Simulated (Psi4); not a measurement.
# CCSD(T)/def2-SVPD run of SiHCl3 (trichlorosilane)

Aim: the energy change on altering one bond length of SiHCl3 (trichlorosilane) at CCSD(T)/def2-SVPD, from 2 runs. 

Program for the calculation: Psi4 1.11.

## (1) The structure to begin with

The species is SiHCl3 (5 atoms), meant as a singlet with charge 0. SMILES: `Cl[SiH](Cl)Cl`. Geometry: relaxed at PBE0-D4/def2-TZVP.

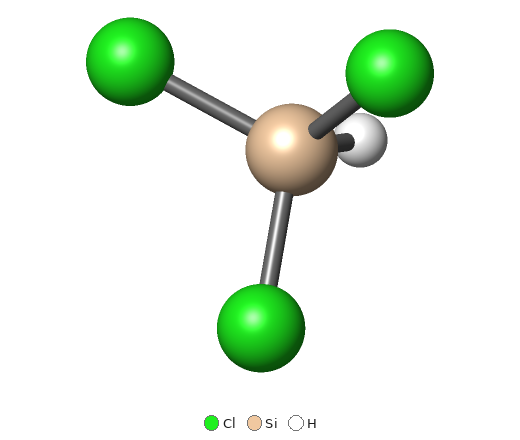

Viewed from a chosen angle; chlorine green, silicon light orange, hydrogen white.

## (2) A single-point energy at CCSD(T)/def2-SVPD

cl3hsi.xyz

```xyz
5
Cl3HSi
Cl     1.690930    -0.571430     0.891880
Si    -0.081300    -0.012690     0.075440
Cl     0.017700     1.933700    -0.491290
Cl    -0.476020    -1.170520    -1.544190
H     -1.151310    -0.179060     1.068150
```

run.py

```python
import psi4

psi4.set_memory('2200 MB')
psi4.set_num_threads(1)
psi4.core.set_output_file('cl3hsi.out', False)

with open('cl3hsi.xyz') as f:
    atoms = ''.join(f.readlines()[2:])
molecule = psi4.geometry('0 1\n' + atoms + 'symmetry c1\nno_reorient\nno_com')

options = {'puream': True, 'e_convergence': 1e-09, 'd_convergence': 1e-08, 'scf_type': 'pk', 'num_frozen_docc': 20}
psi4.set_options(options)

e_tot = psi4.energy('ccsd(t)/def2-SVPD')
print(f'ccsd(t)/def2-SVPD energy: {e_tot:.10f} Eh')
```

The run is started by

```console
$ python run.py
```

cl3hsi.out:

```text
[...]
  Running in c1 symmetry.
[...]
  Nuclear repulsion =  338.990847764318517
[...]
  Multiplicity = 1
[...]
  Nalpha       = 33
  Nbeta        = 33
[...]
    Number of basis functions: 113
[...]
   @RHF iter   1: -1667.62389481497939   -8.08416e-03   2.16689e-03 DIIS/ADIIS
[...]
   @RHF iter  10: -1667.66358955503279   -1.34150e-11   4.40800e-09 DIIS
[...]
    Orbital Energies [Eh]
    ---------------------
    Doubly Occupied:
       1A   -104.826265     2A   -104.826259     3A   -104.826254
       4A    -68.900361     5A    -10.588239     6A    -10.588236
       7A    -10.588225     8A     -8.062920     9A     -8.062918
      10A     -8.062914    11A     -8.060223    12A     -8.060220
      13A     -8.060206    14A     -8.060195    15A     -8.060189
      16A     -8.060185    17A     -6.256969    18A     -4.368660
      19A     -4.368659    20A     -4.366588    21A     -1.158731
      22A     -1.114875    23A     -1.114874    24A     -0.731449
      25A     -0.591928    26A     -0.586496    27A     -0.586494
      28A     -0.511908    29A     -0.511907    30A     -0.485610
      31A     -0.485607    32A     -0.478069    33A     -0.469719
[...]
  @RHF Final Energy: -1667.66358955503279
   => Energetics <=
    Nuclear Repulsion Energy =            338.9908477643185165
    One-Electron Energy =               -2981.5441721384440825
    Two-Electron Energy =                 974.8897348190928369
    Total Energy =                      -1667.6635895550327859
[...]
 Multipole Moments:
 ------------------------------------------------------------------------------------
     Multipole            Electronic (a.u.)      Nuclear  (a.u.)        Total (a.u.)
 ------------------------------------------------------------------------------------
 L = 1.  Multiply by 2.5417464519 to convert [e a0] to [Debye]
 Dipole X            :        -35.5604692           35.2714736           -0.2889956
 Dipole Y            :         -5.5309581            5.4859316           -0.0450265
 Dipole Z            :         32.9923344          -32.7241794            0.2681550
 Magnitude           :                                                    0.3968034
[...]
      * MP2 total energy                      = -1668.193355967283651
[...]
      * CCSD total energy                     = -1668.235556728044230
[...]
      * CCSD(T) total energy                  = -1668.251890045580467
```

The script printed:

```text
ccsd(t)/def2-SVPD energy: -1668.2518900456 Eh
```

It took 42 s on 1 thread of Intel Xeon 6975P-C (Granite Rapids), shared host; peak memory 1.1 GiB.

## (3) The distorted shape at the same level

cl3hsi.in

```
memory 2200 MB

molecule {
  0 1
  Cl     1.611732    -2.128501     1.345252
  Si    -0.160498    -1.569761     0.528812
  Cl     0.017700     1.933700    -0.491290
  Cl    -0.555218    -2.727591    -1.090818
  H     -1.230508    -1.736131     1.521522
  symmetry c1
}

set {
  basis def2-SVPD
  puream true
  e_convergence 1e-09
  d_convergence 1e-08
  scf_type pk
  num_frozen_docc 20
}

result, w = energy('ccsd(t)', return_wfn=True)
```

The run is started by

```console
$ psi4 cl3hsi.in cl3hsi.out -n 1
```

cl3hsi.out:

```text
[...]
  Running in c1 symmetry.
[...]
  Nuclear repulsion =  282.676169915692697
[...]
  Multiplicity = 1
[...]
  Nalpha       = 33
  Nbeta        = 33
[...]
    Number of basis functions: 113
[...]
   @RHF iter   1: -1667.36752342671184   -4.08541e-01   3.38495e-03 DIIS/ADIIS
[...]
   @RHF iter  13: -1667.49459864837536   -2.72848e-12   3.81746e-09 DIIS
[...]
    Orbital Energies [Eh]
    ---------------------
    Doubly Occupied:
       1A   -104.893594     2A   -104.893578     3A   -104.717879
       4A    -68.995144     5A    -10.654277     6A    -10.654270
       7A    -10.473902     8A     -8.128862     9A     -8.128861
      10A     -8.126045    11A     -8.126044    12A     -8.125830
      13A     -8.125822    14A     -7.947998    15A     -7.946243
      16A     -7.946238    17A     -6.347634    18A     -4.458482
      19A     -4.458048    20A     -4.456256    21A     -1.204295
      22A     -1.173229    23A     -0.955270    24A     -0.783419
      25A     -0.640143    26A     -0.633429    27A     -0.581613
      28A     -0.548479    29A     -0.548159    30A     -0.535501
      31A     -0.372644    32A     -0.372595    33A     -0.355510
[...]
  @RHF Final Energy: -1667.49459864837536
   => Energetics <=
    Nuclear Repulsion Energy =            282.6761699156926966
    One-Electron Energy =               -2867.7229517167015729
    Two-Electron Energy =                 917.5521831526335745
    Total Energy =                      -1667.4945986483753586
[...]
 Multipole Moments:
 ------------------------------------------------------------------------------------
     Multipole            Electronic (a.u.)      Nuclear  (a.u.)        Total (a.u.)
 ------------------------------------------------------------------------------------
 L = 1.  Multiply by 2.5417464519 to convert [e a0] to [Debye]
 Dipole X            :          1.4134192           -1.7155545           -0.3021353
 Dipole Y            :         -2.5182192           -0.9599983           -3.4782174
 Dipole Z            :         -0.6379659            1.7621156            1.1241497
 Magnitude           :                                                    3.6678324
[...]
      * MP2 total energy                      = -1668.038851384469353
[...]
      * CCSD total energy                     = -1668.084833644672017
[...]
      * CCSD(T) total energy                  = -1668.112598409985594
[...]
```

It took 57 s on 1 thread of Intel Xeon 6975P-C (Granite Rapids), shared host; peak memory 1.1 GiB.

## (4) What came out

Level: CCSD(T)/def2-SVPD, 20 core orbitals frozen.

```
                                                           quantity           value
                                          first shape: total energy  -1668.25189 Eh
                   first shape: HOMO energy (Hartree–Fock orbitals)       -12.78 eV
                   first shape: LUMO energy (Hartree–Fock orbitals)         2.12 eV
                 first shape: HOMO–LUMO gap (Hartree–Fock orbitals)        14.90 eV
          first shape: correlation energy (20 core orbitals frozen)      -588.3 mEh
                                        first shape: (T) correction      -16.33 mEh
                                         first shape: T1 diagnostic           0.009
                                      distorted shape: total energy  -1668.11260 Eh
               distorted shape: HOMO energy (Hartree–Fock orbitals)        -9.67 eV
               distorted shape: LUMO energy (Hartree–Fock orbitals)        -2.61 eV
             distorted shape: HOMO–LUMO gap (Hartree–Fock orbitals)         7.07 eV
      distorted shape: correlation energy (20 core orbitals frozen)      -618.0 mEh
                                    distorted shape: (T) correction      -27.76 mEh
                                     distorted shape: T1 diagnostic           0.040
energy change with the Si2–Cl3 bond stretched from 2.030 to 3.653 Å        3.790 eV
```

**Reading.** One bond (distorted shape) is far stretched, which a spin-restricted single reference describes badly; perturbation theory on it can break down and give far too much correlation. With the Si2–Cl3 bond stretched from 2.030 to 3.653 Å the energy rises by 3.79 eV (366 kJ/mol). The first shape isn't relaxed at this level, so the change isn't measured from a minimum. A restricted reference can't describe the breaking bond well at this length. The triples (first shape) make up 2.8 % of the correlation energy. The T1 diagnostic (distorted shape) of 0.040 is above the customary mark for such species, so a single reference may not serve. The triples (distorted shape) make up 4.5 % of the correlation energy.
